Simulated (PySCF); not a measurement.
**A workflow on CH3**

We compute a series of 17 runs (UPBE0-D4/def2-TZVP, UCCSD(T)/def2-SVP, USVWN5/def2-SVP, UPBE/def2-SVP, UBLYP/def2-SVP, U-revPBE/def2-SVP, UTPSS/def2-SVP, U-r2SCAN/def2-SVP, and more) of CH3. 

The calculation is run with PySCF 2.14.0.

## Step 1: Starting point

CH3: 4 atoms, total charge 0, spin state doublet. The shape is cut from that of the parent molecule. The run starts from this shape.

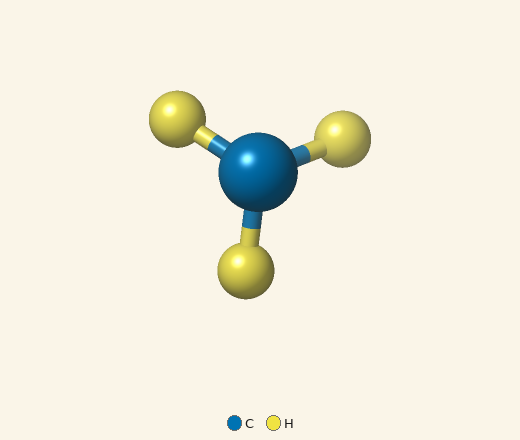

Viewed from a chosen angle; carbon blue, hydrogen yellow.

## Step 2: A geometry optimisation at UPBE0-D4/def2-TZVP (density fitting with def2-universal-jkfit) (run 1)

input.py

```python
from pyscf import gto, dft
from pyscf.geomopt.geometric_solver import kernel as optimise

mol = gto.Mole()
mol.atom = '''
C     -0.136474     1.260466    -0.559671
H      0.396582     2.186466    -0.537153
H     -1.111949     1.385970    -0.141257
H     -0.284274     0.973690    -1.634908
'''
mol.max_memory = 1860
mol.verbose = 3
mol.basis = 'def2-tzvp'
mol.spin = 1
mol.build()

calc0 = dft.UKS(mol)
calc0.xc = 'pbe0'
calc0 = calc0.density_fit(auxbasis='def2-universal-jkfit')
calc0.disp = 'd4'
calc0.max_cycle = 100
calc0.conv_tol = 1e-09
calc0.grids.level = 4
converged, mol_eq = optimise(calc0, maxsteps=80)
print('converged:', converged)
print(mol_eq.tostring())

calc0.reset(mol_eq)
mol = mol_eq
calc0.kernel()
e_tot = calc0.e_tot
print('E(%s) = %.9f' % ('PBE0', e_tot))
```

Started as:

```sh
$ OMP_NUM_THREADS=1 python input.py
```

Log:

```text
maxiter                   80
[... 22 lines left out ...]
> Will converge when all 5 criteria are reached:
[... 36 lines left out ...]
converged SCF energy = -39.7974234646218  <S^2> = 0.75420494  2S+1 = 2.0042005
[... 28 lines left out ...]
Failed inverse iteration - checking coordinate system
[... 35 lines left out ...]
converged SCF energy = -39.7978506658308  <S^2> = 0.75467074  2S+1 = 2.0046653
[... 77 lines left out ...]
converged SCF energy = -39.7994954907963  <S^2> = 0.75468101  2S+1 = 2.0046755
[... 67 lines left out ...]
Converged! =D
[... 1 line left out ...]
converged: True
C          -0.28410675        1.45172391       -0.71842756
H           0.49288482        2.16139772       -0.47558035
H          -1.11716559        1.31244004       -0.04540963
H          -0.22769032        0.88101422       -1.63354151

WARN: HOMO -0.203156715130664 >= LUMO -0.203156715130671

converged SCF energy = -39.7995375001442  <S^2> = 0.75465073  2S+1 = 2.0046453
E(PBE0) = -39.799537500
```

Wall time 35 s (1 thread of Arm Neoverse V2, shared host); peak memory 0.53 GiB.

Steps, from the record of the run:

| step | energy from the first frame kept (eV) | largest force (eV/Å) |
| --- | --- | --- |
| 0 | 0.0000 | 2.8175 |
| 1 | -0.3377 | 0.8606 |
| 2 | -0.3430 | 1.0528 |
| 3 | -0.3928 | 0.3537 |
| 4 | -0.3493 | 1.4161 |
| 5 | -0.3862 | 0.6532 |
| 6 | -0.3927 | 0.3412 |
| 7 | -0.3944 | 0.2209 |
| 8 | -0.3940 | 0.2832 |
| 9 | -0.3950 | 0.1123 |
| 10 | -0.3952 | 0.0053 |
| 11 | -0.3952 | 0.0032 |

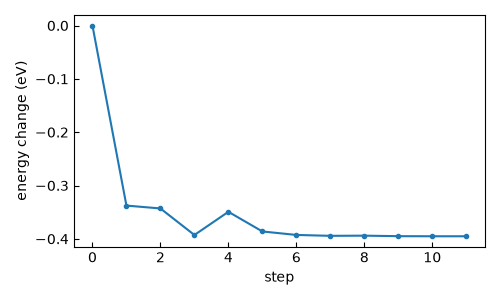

Energy along the run.

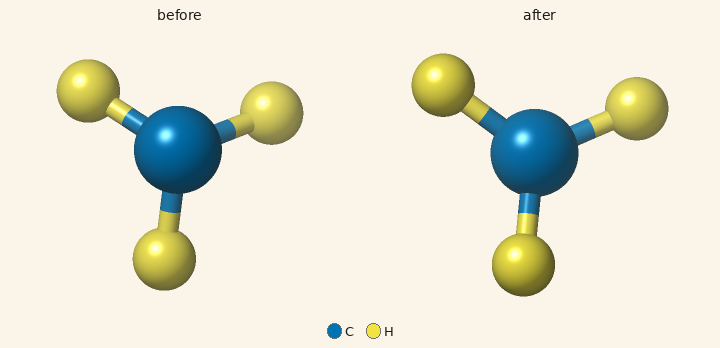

Before and after, at one scale.

After the run. Bond lengths: C1–H2 1.080 Å, C1–H3 1.080 Å, C1–H4 1.080 Å. Angles: H2–C1–H3 120.0°, H2–C1–H4 120.0°, H3–C1–H4 120.0°.

## Step 3: Fragment B of bond 2-1: a single-point energy at UCCSD(T)/def2-SVP (run 2)

run.py

```python
from pyscf import gto, cc

mol = gto.Mole()
mol.atom = '''
C     -0.536884     2.743361    -1.357632
H      0.931418     4.084450    -0.898716
H     -2.111138     2.480152    -0.085812
H     -0.430272     1.664875    -3.086947
'''
mol.basis = 'def2-svp'
mol.max_memory = 1860
mol.unit = 'bohr'
mol.verbose = 3
mol.spin = 1
mol.build()

mf = mol.UHF()
mf.conv_tol = 1e-10
mf.kernel()
if not mf.converged:
    mf = mf.newton().run(mf.mo_coeff, mf.mo_occ)

mycc = cc.CCSD(mf, frozen=1)
mycc.kernel()
e_t = mycc.ccsd_t()
e_tot = mycc.e_tot + e_t
print('E = %.10f Eh' % e_tot)
```

Started as:

```sh
$ OMP_NUM_THREADS=1 python run.py
```

Log:

```text
converged SCF energy = -39.5329604318692  <S^2> = 0.76112981  2S+1 = 2.011099
E(UCCSD) = -39.68138904894174  E_corr = -0.1484286170725435
UCCSD(T) correction = -0.00263257116512303
E = -39.6840216201 Eh
```

It took 0.97 s on 1 thread of Arm Neoverse V2, shared host; peak memory 0.14 GiB.

Runs 3 to 10 aren't shown in full; the table further down has their settings and results.

## Step 4: Fragment B of bond 2-1: a single-point energy at UB3LYP/def2-SVP (run 11)

run.py

```python
from pyscf import gto, dft

system = gto.M(
    atom=[
    ('C', (-0.284107, 1.451724, -0.718428)),
    ('H', (0.492885, 2.161398, -0.475580)),
    ('H', (-1.117166, 1.312440, -0.045410)),
    ('H', (-0.227690, 0.881014, -1.633542)),
],
    verbose=3,
    max_memory=1860,
    basis='def2-svp',
    spin=1,
)

mf = dft.UKS(system)
mf.xc = 'b3lyp'
mf.grids.level = 5
mf.conv_tol = 1e-10
mf.kernel()
if not mf.converged:
    mf = mf.newton().run(mf.mo_coeff, mf.mo_occ)

e_tot = mf.e_tot
print('E(%s) = %.9f' % ('B3LYP', e_tot))
```

Started as:

```sh
$ OMP_NUM_THREADS=1 python run.py
```

Log:

```text
WARN: HOMO -0.205710870482166 >= LUMO -0.205710870482165

converged SCF energy = -39.8091751466318  <S^2> = 0.75351341  2S+1 = 2.0035103
E(B3LYP) = -39.809175147
```

Run time: 2.7 s. Hardware: 1 thread of Arm Neoverse V2, shared host; peak memory 0.21 GiB.

Runs 12 to 16 aren't shown in full; the table further down has their settings and results.

## Step 5: Fragment B of bond 2-1: a single-point energy at UB2PLYP/def2-SVP (run 17)

job.py

```python
from pyscf import gto, dft, mp

system = gto.M(
    atom='''
C     -0.536884     2.743361    -1.357632
H      0.931418     4.084450    -0.898716
H     -2.111138     2.480152    -0.085812
H     -0.430272     1.664875    -3.086947
''',
    verbose=3,
    unit='bohr',
    basis='def2-svp',
    spin=1,
    max_memory=1860,
)

myscf = dft.UKS(system, xc='0.53*HF + 0.47*B88, 0.73*LYP')
myscf.conv_tol = 1e-10
myscf.grids.level = 5
myscf.kernel()
if not myscf.converged:
    myscf = myscf.newton().run(myscf.mo_coeff, myscf.mo_occ)

pt = mp.MP2(myscf, frozen=1).run()
energy = myscf.e_tot + 0.27 * pt.e_corr
print('PT2 part  %.8f' % (0.27 * pt.e_corr))
print(f'total energy: {energy:.8f} hartree')
```

Started as:

```sh
$ OMP_NUM_THREADS=1 python job.py
```

Log:

```text
WARN: HOMO -0.171893491586267 >= LUMO -0.171893491586266

converged SCF energy = -39.7123533506693  <S^2> = 0.75557162  2S+1 = 2.0055639
E(UMP2) = -39.8647868259814  E_corr = -0.152433475312081
E(SCS-UMP2) = -39.8702630924739  E_corr = -0.157909741804585
PT2 part  -0.04115704
total energy: -39.75351039 hartree
```

It took 2.6 s on 1 thread of Arm Neoverse V2, shared host; peak memory 0.21 GiB.

## Step 6: Overview of the runs

```csv
run,level,task,integral approximation,energy (Eh),dipole moment (D) of the reference,HOMO energy (eV),LUMO energy (eV),wall time
1,UPBE0-D4/def2-TZVP (density fitting with def2-universal-jkfit),optimise,def2-universal-jkfit,-39.799538,0.00,-6.81,-1.50,35 s
2,UCCSD(T)/def2-SVP,energy,none,-39.684022,0.00,-10.51,3.85,0.97 s
3,USVWN5/def2-SVP,energy,none,-39.393604,0.00,-5.15,-3.18,1.6 s
4,UPBE/def2-SVP,energy,none,-39.739669,0.00,-5.21,-2.52,2.5 s
5,UBLYP/def2-SVP,energy,none,-39.775043,0.00,-4.96,-2.56,2.5 s
6,U-revPBE/def2-SVP,energy,none,-39.793892,0.00,-5.19,-2.36,2.5 s
7,UTPSS/def2-SVP,energy,none,-39.817312,0.00,-5.35,-2.12,5.1 s
8,U-r2SCAN/def2-SVP,energy,none,-39.780328,0.00,-5.76,-1.69,4.8 s
9,UM06-L/def2-SVP,energy,none,-39.796784,0.00,-5.53,-1.95,4.8 s
10,UPBE0/def2-SVP,energy,none,-39.753029,0.00,-6.71,-1.15,2.5 s
11,UB3LYP/def2-SVP,energy,none,-39.809175,0.00,-6.31,-1.66,2.7 s
12,UBHLYP/def2-SVP,energy,none,-39.781338,0.00,-7.96,0.05,2.5 s
13,UM06-2X/def2-SVP,energy,none,-39.774529,0.00,-7.69,-0.25,4.5 s
14,UCAM-B3LYP/def2-SVP,energy,none,-39.777944,0.00,-8.06,-0.10,3.3 s
15,U-wB97X/def2-SVP,energy,none,-39.790966,0.00,-9.07,0.83,2.8 s
16,U-wB97M-V/def2-SVP,energy,none,-39.767451,0.00,-8.78,0.90,9 s
17,UB2PLYP/def2-SVP,energy,none,-39.753510,0.00,-8.02,0.58,2.6 s
```

## Step 7: Results

```
                                                                                quantity         value
                                            fragment B of bond 2-1, run 17: total energy  -39.75351 Eh
                                fragment B of bond 2-1, run 17: dipole moment (SCF part)        0.00 D
fragment B of bond 2-1, run 17: HOMO energy (SCF part's orbitals) (highest over α and β)      -8.02 eV
 fragment B of bond 2-1, run 17: LUMO energy (SCF part's orbitals) (lowest over α and β)       0.58 eV
                                                    fragment B of bond 2-1, run 17: ⟨S²⟩         0.756
```

Totals of different functionals can't be ranked against each other. All runs together took 89 s, the longest 35 s.
